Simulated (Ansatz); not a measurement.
```xyz
12
charge 0, multiplicity 1
B    -1.7431   -0.3778    0.7375
Si    0.0421   -0.5123   -0.1705
B     1.3594   -0.3643    1.3369
C     0.2963    0.8152   -1.5157
F     0.1794    2.0793   -0.9439
H    -2.4024    0.6174    0.6857
H    -2.1534   -1.2939    1.3868
H     0.1734   -1.8555   -0.8185
H     1.5055   -1.2778    2.0941
H     1.9828    0.6362    1.5323
H    -0.4495    0.7349   -2.3133
H     1.2866    0.7436   -1.9774
```

Describe the molecule in this file.

It has 12 atoms: 1 carbon, 7 hydrogen, 2 boron, 1 fluorine and 1 silicon (CH7B2FSi). As SMILES it reads `B[SiH](B)CF`. It has no ring. Among its groups: C–F bond, Si–H bond, B–H bond. The point group is Cs. Coordination: 2 B trigonal planar; 1 Si tetrahedral; 1 C tetrahedral.

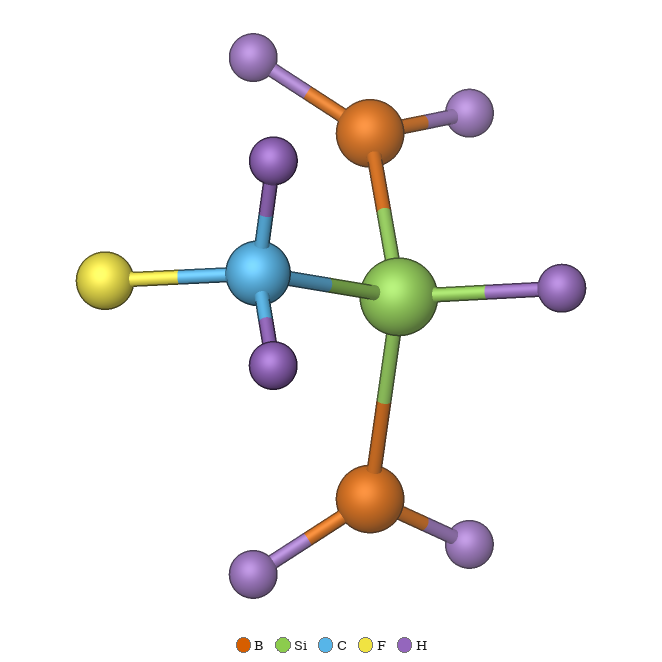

Figure made from data computed with Ansatz.
